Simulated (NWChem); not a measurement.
**C2H2F4 (norflurane) at r2SCAN/3-21G**

What is the electronic atomisation energy of C2H2F4 (norflurane) at r2SCAN/3-21G? 

The results are computed with NWChem 7.3.0.

## Step 1: The structure to begin with

C2H2F4 has 8 atoms, charge 0, and is taken as a singlet. As SMILES, `FCC(F)(F)F`. The coordinates come from a PBE0-D4/def2-TZVP relaxation.

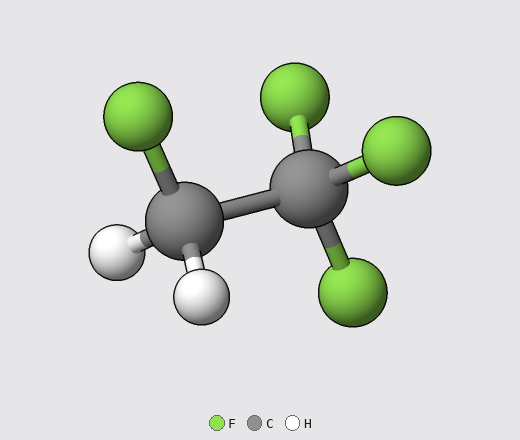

Viewed from a chosen angle; fluorine green, carbon grey, hydrogen white.

## Step 2: The energy at r2SCAN/3-21G (run 1)

The input, run.xyz:

```xyz
8
C2H2F4 energy
F     -0.224600    -1.506500     0.915200
C     -0.211200    -0.737800    -0.211700
C      0.211200     0.674300     0.135500
F      1.434400     0.711300     0.662400
F      0.217100     1.411800    -0.982100
F     -0.624600     1.243600     1.002900
H      0.502000    -1.148600    -0.930100
H     -1.212300    -0.705100    -0.647900
```

The input, run.nw:

```
start run
title "C2H2F4 energy"
memory 2200 mb
charge 0

geometry units angstrom noautosym nocenter noautoz
 load format xyz run.xyz
end

basis "ao basis" spherical bse
 * library 3-21G
end

dft
 xc r2scan
 grid fine
 convergence energy 1e-08
 maxiter 100
 mulliken
 noprint "final vectors analysis"
end

task dft energy
```

Launch:

```console
$ nwchem run.nw > run.out
```

The program printed:

```text
[...]
          Wavefunction type:  closed shell.
          No. of atoms     :     8
          No. of electrons :    50
[...]
          Charge           :     0
          Spin multiplicity:     1
[...]
          AO basis - number of functions:    58
[...]
              XC Information
              --------------
                      r^2SCAN Method XC Functional
               r^2SCAN metaGGA Exchange Functional  1.000
                     r^2SCAN Correlation Potential  1.000
[...]
 d= 0,ls=0.0,diis     1   -473.7490020392 -7.47D+02  4.18D-02  1.95D+00     0.7
[...]
 d= 0,ls=0.0,diis    10   -473.9691004472 -8.27D-10  1.51D-07  2.72D-10     5.1
         Total DFT energy =     -473.969100447231
      One electron energy =    -1200.315907336826
           Coulomb energy =      506.465463043909
    Exchange-Corr. energy =      -53.158636918373
 Nuclear repulsion energy =      273.039980764060
[...]
      Total Density - Mulliken Population Analysis
     ---------------------------------------------
    Atom       Charge   Shell Charges
 -----------   ------   -------------------------------------------------------
    1 F    9     9.29   1.98  0.45  2.47  1.56  2.83
    2 C    6     6.17   1.99  0.40  1.64  1.01  1.14
    3 C    6     5.14   1.98  0.45  1.53  0.49  0.68
    4 F    9     9.29   1.98  0.45  2.48  1.56  2.81
    5 F    9     9.29   1.98  0.45  2.48  1.56  2.82
    6 F    9     9.29   1.98  0.45  2.48  1.56  2.81
    7 H    1     0.77   0.48  0.29
    8 H    1     0.77   0.48  0.29
[...]
```

It took 5.7 s on 1 thread of Intel Xeon 6975P-C (Granite Rapids), shared host; peak memory 0.11 GiB.

## Step 3: The C atom (run 2)

The input, nw.nw:

```
START nw
TITLE "C energy"
memory total 2200 mb
GEOMETRY noautosym nocenter noautoz
 C      0.000000     0.000000     0.000000
END
BASIS spherical bse
 * library 3-21G
END
DFT
 xc r2scan
 mult 3
 grid fine
 convergence energy 1e-08
 maxiter 100
 mulliken
 print low
END
TASK dft energy
```

Run the same way, it converges to -37.61801 Eh (log not shown).

Run 3 isn't shown in full; the table further down has it.

## Step 4: The H atom (run 4)

The input, h.xyz:

```xyz
1

H      0.000000     0.000000     0.000000
```

The input, h.nw:

```
START h
memory stack 880 mb heap 220 mb global 1100 mb
GEOMETRY noautosym nocenter noautoz
  load h.xyz
END
BASIS spherical bse
  * library 3-21G
END
DFT
  xc r2scan
  mult 2
  grid fine
  convergence energy 1e-08
  maxiter 100
  mulliken
  print low
END
TASK dft energy
```

Run the same way, it converges to -0.49563 Eh (log not shown).

## Step 5: All runs side by side

```csv
run,level,partner,energy (Eh),wall time
1,r2SCAN/3-21G,base,-473.969100,5.7 s
2,U-r2SCAN/3-21G,atoms,-37.618011,0.76 s
3,U-r2SCAN/3-21G,atoms,-99.140388,0.72 s
4,U-r2SCAN/3-21G,atoms,-0.495627,0.62 s
```

## Step 6: What came out

At r2SCAN/3-21G:

| quantity | value |
| --- | --- |
| H atom: total energy | -0.49563 Eh |
| H atom: ⟨S²⟩ | 0.750 |
| electronic atomisation energy | 32.117 eV |

Taking the molecule apart into free atoms costs 32.12 eV (741 kcal/mol), before zero-point energy and without spin-orbit coupling. The basis has no polarisation functions, which makes bonds too weak. All runs together took 7.8 s, the longest 5.7 s.
